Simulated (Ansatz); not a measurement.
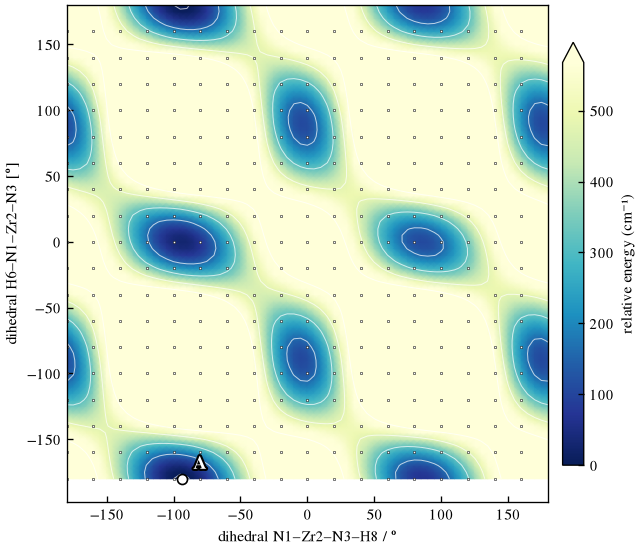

Cl2H4N2Zr, SMILES [NH2][Zr]([NH2])([Cl])[Cl]. 
- The first coordinate is: dihedral N1–Zr2–N3–H8; the second: dihedral H6–N1–Zr2–N3.
- Nothing is relaxed (all other coordinates rigid).
- Grid: 18 × 18 points.
- Points are written as (first, second).
- Energies: cm⁻¹, counted from the lowest grid point.
- Computed with RKS PBE0-D4/def2-SVP (Ansatz 0.2.0).

Drawn: a smooth colour map with a few white contour lines, dots at the grid points, one colour for all values above the top of the scale, the well A. Between grid points the surface is interpolated.

### Where is the minimum, and how stiff is the well along each coordinate? Take the well at A.

The interpolated minimum is at dihedral N1–Zr2–N3–H8 ≈ −94°, dihedral H6–N1–Zr2–N3 ≈ −180°. The curvatures there are about 0.19 eV/rad² and 0.42 eV/rad², with a cross term of about 0.052 eV/rad². Round the minimum the valley is somewhat tilted: raising dihedral N1–Zr2–N3–H8 shifts the best value of dihedral H6–N1–Zr2–N3 downwards (coupling k₁₂/√(k₁₁k₂₂) about 0.2). (1 eV is 8066 cm⁻¹.)
